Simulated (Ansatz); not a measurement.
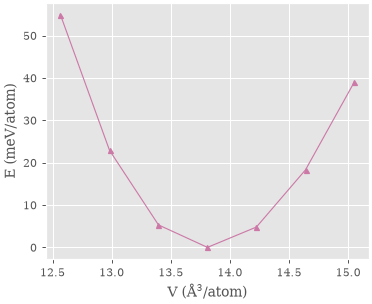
*SnC (rock salt, Fm-3m) under volume change, PBE (plane waves, PAW; program Ansatz), scaled uniformly.*

### Question
What does a third-order Birch–Murnaghan fit give for V₀, B₀ and B′?

### Answer
V₀ = 13.81 Å³/atom, B₀ = 132 GPa, B′ = 4.8.

The cell is a constructed one: a structure type filled with these elements; neither database checked (COD, Materials Project) lists it. Its standing as an ambient phase is unchecked. The PBE relaxation kept the symmetry of its start; its stability against distortions is not shown here. Spin–orbit coupling is left out wherever it is not named.

Potentials: the earlier of the program's two PAW sets.
